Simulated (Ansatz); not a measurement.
Alloy series in Ti

Start from Ti in the hcp (Mg type) structure (space group P6_3/mmc, No. 194; a = 2.9359 Å, c = 4.6364 Å).

The other end (x = 1) is Hf in the hcp (Mg type) structure (space group P6_3/mmc, No. 194): 22.35 Å³/atom, gap zero.

Hf replaces a fraction x of Ti; each row is one arrangement (x, atoms in the cell, starting space group or random), fully relaxed.

Computed with Ansatz (a quantum-chemistry and plane-wave program), r2SCAN, PAW, cutoff 500 eV, no spin-orbit coupling.

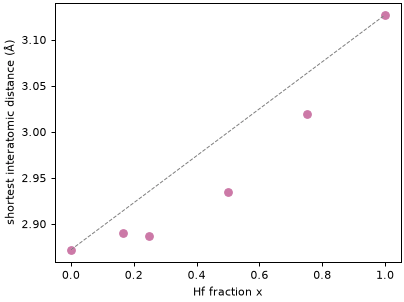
Shortest interatomic distance against Hf fraction x; the dashed line joins the ends

```
Hf fraction x                  shortest interatomic distance
-----------------------------  -----------------------------
x(Hf) = 0.167, 6 atoms, P-62m                        2.890 Å
x(Hf) = 0.25, 8 atoms, Pmm2                          2.887 Å
x(Hf) = 0.5, 8 atoms, P2_1/m                         2.934 Å
x(Hf) = 0.75, 8 atoms, Pmmn                          3.019 Å
```

Each cell is one ordered arrangement of few atoms, which overstates ordering effects compared with a random alloy. Stability against distortions was not tested. The final runs are not spin-polarised.
